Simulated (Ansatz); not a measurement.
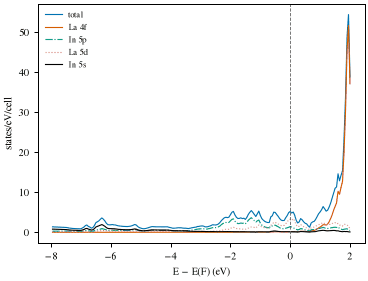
Fig. 1. Total and projected density of states of LaIn$_{2}$ in space group Imma (No. 74; La on 4e, In on 8h), DFT-r²SCAN in the program Ansatz with PAW potentials

Task: Which orbitals carry the states next to the Fermi level?

Result: Within 0.5 eV of the Fermi level: La 5d 58 %, In 5p 28 %. Projections are on Löwdin-orthogonalised atomic valence shells; empty p or d shells of many metals are not among them.

Task: Where is the tallest occupied peak in this window, and what makes it?

Result: Near -1.3 eV, about 5.4 states/eV per cell; the largest projected share is In 5p.

The first step of the workflow began from a Materials Project structure, measured or hypothetical; the Crystallography Open Database copy checked does not list it. Whether it is the stable phase at ambient conditions was not checked. The cell was relaxed with r²SCAN under the symmetry of its start; its stability against distortions is not shown here. Scalar-relativistic: spin–orbit coupling is off unless named, which matters more the heavier the elements.

Potentials: the later of the program's two PAW sets.
